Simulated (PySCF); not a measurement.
# One shape, several levels: GeH2SeCl2 (SMILES [Cl][GeH]([Cl])[SeH])

Aim: a comparison of 5 runs (HF/STO-3G, HF/3-21G, BLYP/STO-3G, MP2/3-21G, MP2/aug-cc-pVDZ) of GeH2SeCl2. 

The calculation is run with PySCF 2.14.0.

**1. The system as given**

GeH2SeCl2: 6 atoms, total charge 0, spin state singlet. As SMILES, `[Cl][GeH]([Cl])[SeH]`. The coordinates come from a PBE0-D4/def2-TZVP relaxation. This is one conformer, not always the lowest.

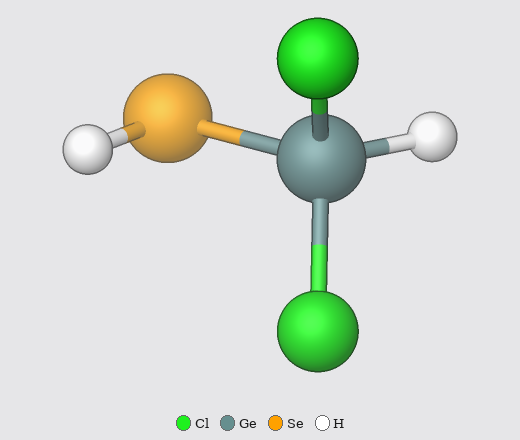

The structure, seen from a chosen angle (chlorine green, germanium teal, selenium orange, hydrogen white).

**2. Energy and forces at HF/STO-3G (run 1)**

geometry.xyz

```xyz
6
Cl2GeH2Se
Cl    -1.114200     0.281200    -1.881300
Ge    -0.376700    -0.418200     0.003700
Cl    -1.440300     0.686700     1.498300
Se     1.920700    -0.078400     0.184900
H     -0.704800    -1.904700     0.150200
H      1.757400     1.369500    -0.002000
```

run.py

```python
from pyscf import gto

molecule = gto.M(
    atom='geometry.xyz',
    basis='sto-3g',
    verbose=4,
    spin=0,
    max_memory=1860,
)

mf = molecule.RHF()
mf.conv_tol = 1e-10
mf.kernel()
if not mf.converged:
    mf = mf.newton().run(mf.mo_coeff, mf.mo_occ)

e_tot = mf.e_tot
print('Final energy', e_tot)
grad = mf.nuc_grad_method().kernel()
mf.analyze()
```

On the command line:

```
$ OMP_NUM_THREADS=1 python run.py
```

What it wrote:

```text
PySCF version 2.14.0

[... 81 lines left out ...]
MO #1   energy= -455.636561005875  occ= 2
[... 10 lines left out ...]
MO #12  energy= -45.5895829339256  occ= 2
[... 10 lines left out ...]
MO #23  energy= -6.1059153220199   occ= 2
[... 10 lines left out ...]
MO #34  energy= -1.04474657602266  occ= 2
[... 10 lines left out ...]
MO #45  energy= -0.474768178683806 occ= 2
[... 10 lines left out ...]
MO #56  energy= 0.464455308544617  occ= 0
[... 65 lines left out ...]
Dipole moment(X, Y, Z, Debye):  1.34545, -1.21474,  0.27798
```

Run time: 4.8 s. Hardware: 1 thread of Intel Xeon at 2.70GHz, shared host; peak memory 0.13 GiB.

**3. Energy and forces at HF/3-21G (run 2)**

mol.xyz

```xyz
6

Cl    -1.114200     0.281200    -1.881300
Ge    -0.376700    -0.418200     0.003700
Cl    -1.440300     0.686700     1.498300
Se     1.920700    -0.078400     0.184900
H     -0.704800    -1.904700     0.150200
H      1.757400     1.369500    -0.002000
```

job.py

```python
# [Cl][GeH]([Cl])[SeH]
from pyscf import gto

mol = gto.M(
    atom='mol.xyz',
    verbose=3,
    basis='3-21g',
    charge=0,
    max_memory=1860,
)

mf = mol.RHF()
mf.conv_tol = 1e-10
mf.kernel()
if not mf.converged:
    mf = mf.newton().run(mf.mo_coeff, mf.mo_occ)

etot = mf.e_tot
print(f'total energy: {etot:.8f} hartree')
grad = mf.nuc_grad_method().kernel()
dip = mf.dip_moment()
pop, q = mf.mulliken_pop()
```

On the command line:

```
$ OMP_NUM_THREADS=1 python job.py
```

What it wrote:

```text
converged SCF energy = -5369.66630701625
total energy: -5369.66630702 hartree
[... 9 lines left out ...]
Dipole moment(X, Y, Z, Debye):  1.65598, -1.47066,  0.33843
[... 81 lines left out ...]
charge of    5H =      0.02810
```

Wall time 5.4 s (1 thread of Intel Xeon at 2.70GHz, shared host); peak memory 0.15 GiB.

Runs 3 to 4 aren't shown in full; the table further down has their settings and results.

**4. Energy and gradient at MP2/aug-cc-pVDZ (run 5)**

Changes to geometry.xyz since step 2:

```diff
@@ -1,3 +1,3 @@
 6
-Cl2GeH2Se
+
 Cl    -1.114200     0.281200    -1.881300
```

run.py

```python
# [Cl][GeH]([Cl])[SeH]
import pyscf.grad
from pyscf import gto, scf, mp

mol = gto.Mole()
mol.atom = 'geometry.xyz'
mol.charge = 0
mol.spin = 0
mol.basis = 'aug-cc-pvdz'
mol.verbose = 4
mol.max_memory = 1860
mol.build()

mf = scf.RHF(mol)
mf.conv_tol = 1e-10
mf.kernel()
if not mf.converged:
    mf = mf.newton().run(mf.mo_coeff, mf.mo_occ)

pt = mp.MP2(mf, frozen=28).run()
etot = pt.e_tot
print(f'total energy: {etot:.8f} hartree')
grad = pt.Gradients().kernel()
mf.analyze()
```

On the command line:

```
$ OMP_NUM_THREADS=1 python run.py
```

What it wrote:

```text
PySCF version 2.14.0

[... 101 lines left out ...]
MO #14  energy= -10.5689200057964  occ= 2
[... 25 lines left out ...]
MO #40  energy= -1.08985702490001  occ= 2
[... 25 lines left out ...]
MO #66  energy= 0.17090200206555   occ= 0
[... 25 lines left out ...]
MO #92  energy= 0.540086125699779  occ= 0
[... 25 lines left out ...]
MO #118 energy= 1.14274258265567   occ= 0
[... 25 lines left out ...]
MO #144 energy= 2.23081263512638   occ= 0
[... 153 lines left out ...]
Dipole moment(X, Y, Z, Debye):  1.05741, -0.84274,  0.20491
```

Wall time 2.1 min (1 thread of Intel Xeon at 2.70GHz, shared host); peak memory 2 GiB.

**5. All runs side by side**

```csv
run,level,integration grid,frozen core orbitals,energy (Eh),dipole moment (D) of the reference,HOMO energy (eV),LUMO energy (eV),wall time
1,HF/STO-3G,–,–,-5335.788706,1.83,-8.45,6.07,4.8 s
2,HF/3-21G,–,–,-5369.666307,2.24,-10.65,1.84,5.4 s
3,BLYP/STO-3G,5,–,-5339.291768,1.67,-3.71,0.85,20 s
4,MP2/3-21G,–,28,-5369.853379,2.24,-10.65,1.84,11 s
5,MP2/aug-cc-pVDZ,–,28,-5395.999479,1.37,-10.30,1.05,2.1 min
```

**6. Outcome**

| quantity | value |
| --- | --- |
| run 5: total energy | -5395.99948 Eh |
| run 5: dipole moment (Hartree–Fock density) | 1.37 D |
| run 5: HOMO energy (Hartree–Fock orbitals) | -10.30 eV |
| run 5: LUMO energy (Hartree–Fock orbitals) | 1.05 eV |
| run 5: HOMO–LUMO gap (Hartree–Fock orbitals) | 11.35 eV |
| run 5: correlation energy (28 core orbitals frozen) | -552.9 mEh |
| run 5: largest force on an atom | 0.523 eV/Å |

Over runs 1, 2, 3 the dipole moment (its size) runs from 1.67 D (BLYP/STO-3G) to 2.24 D (HF/3-21G). The two ends differ in method and basis. Over runs 1, 2, 3 the HOMO–LUMO gap runs from 4.56 eV (BLYP/STO-3G) to 14.52 eV (HF/STO-3G). Exact exchange widens orbital gaps. In runs 1, 3 the basis is minimal, so the values are rough. All runs together took 2.8 min, the longest 2.1 min.
